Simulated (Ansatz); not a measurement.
BrH6N3Si (SMILES N[Si](N)(N)Br)

```xyz
11

Br    1.1077    2.1217    0.8492
N    -1.5167    0.6906   -0.0303
N     0.1243   -1.1377    1.1535
N     1.1253   -0.2172   -1.2102
Si    0.1296    0.2220    0.1194
H    -1.7545    1.6429   -0.2786
H    -2.2075    0.0257   -0.3593
H     0.9835   -1.6507    1.3108
H    -0.4822   -1.1476    1.9647
H     0.9143   -1.0476   -1.7520
H     1.5761    0.4979   -1.7672
```

Geometry: PBE0-D4/def2-SVP.

The calculation used isolated molecule in a Gaussian basis; Kohn-Sham density functional theory, functional PBE0 in Ansatz.

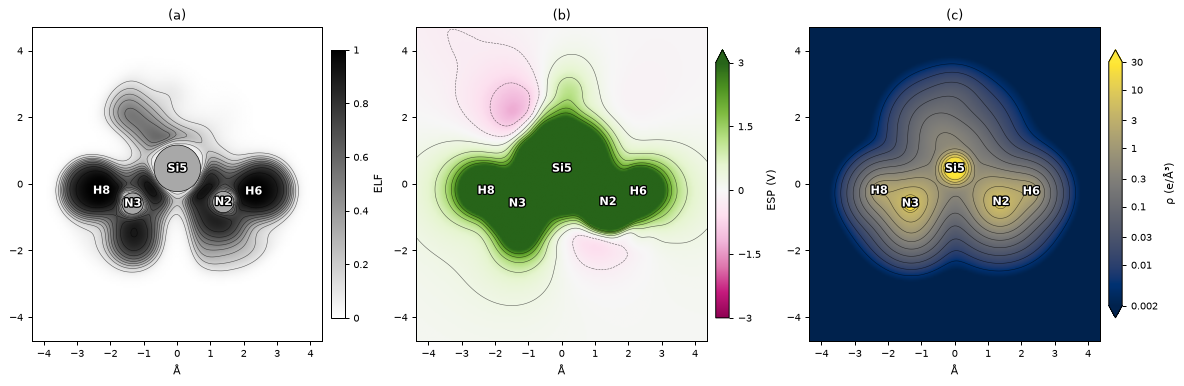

Figure 1. (a) ELF; (b) electrostatic potential; (c) total electron density on the plane of atoms Si5, N3 and H8. Grey discs cover the atomic cores in the ELF map.

Interpret the plot.

- Atoms in the plane: N, Si and H.
- Si–N (1.71 Å): the density is about 1.1 e/Å³ at the midpoint; the ELF peaks at about 0.95 between the atoms (a polar covalent bond).
- N–H (1.01 Å): the density is about 2.8 e/Å³ at the midpoint; the ELF climbs to about 1 towards the hydrogen, as it does in any bond to H; a covalent bond by its length.
- The ELF also peaks beside N2, away from the bonds: lone-pair regions.
- Outside the dense part of the molecule the potential is most negative (−1.3 V) near N2 and N4, which lies off the plane.

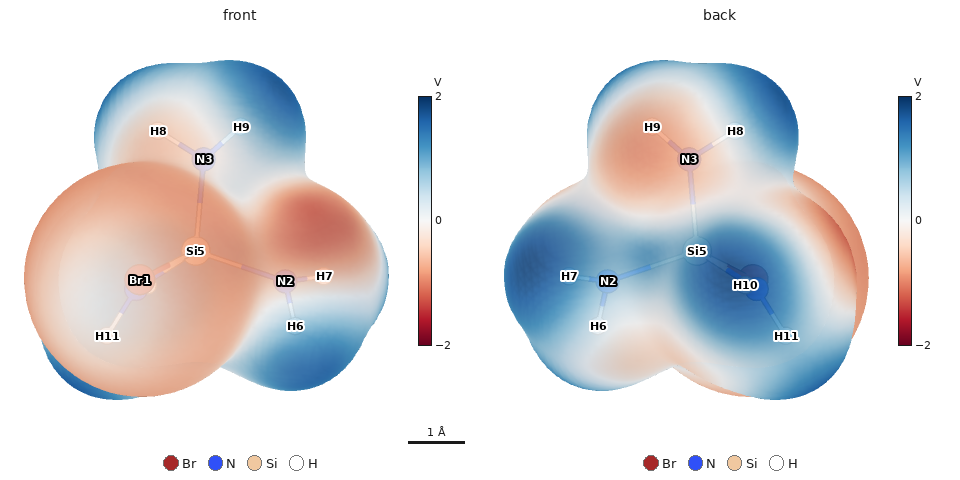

Figure 2. The molecular electrostatic potential painted on the density surface at 0.002 e/bohr³, seen from the front and from behind; red is negative and blue positive.

Describe the electrostatic potential map.

The most negative region (about −1.2 V, or −28 kcal/mol for a unit charge) lies over N2 and N4, the most positive (about +1.7 V, or +39 kcal/mol for a unit charge) over H7, H8, H9 and H10.

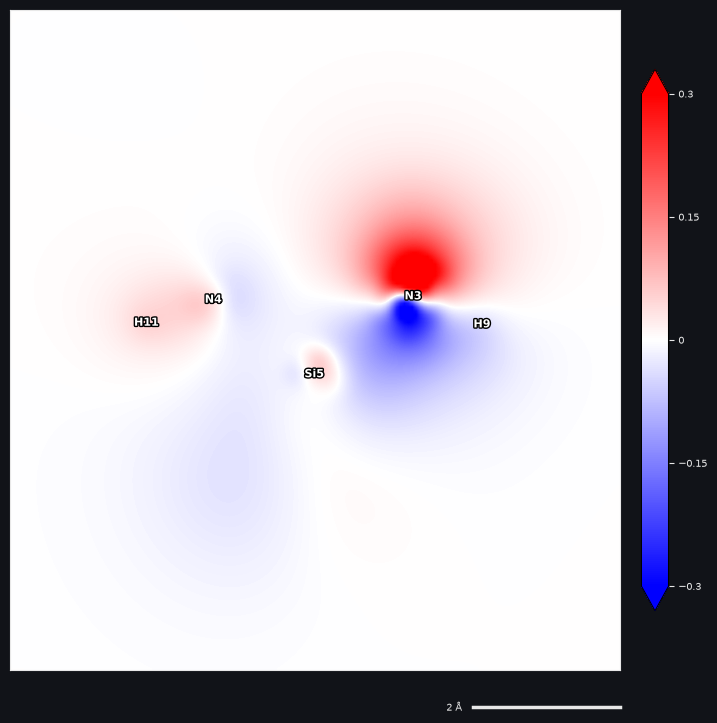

Figure 3. The HOMO−1 on the plane of atoms Si5, N3 and H9 (values in Å⁻³ᐟ²; the overall sign is arbitrary).

Describe this orbital and give its energy.

It lies mainly on N3 (about 45 %) and Br1 (about 40 %); largely a combination of lone pairs on N3 and Br1. Its energy is −7.66 eV.
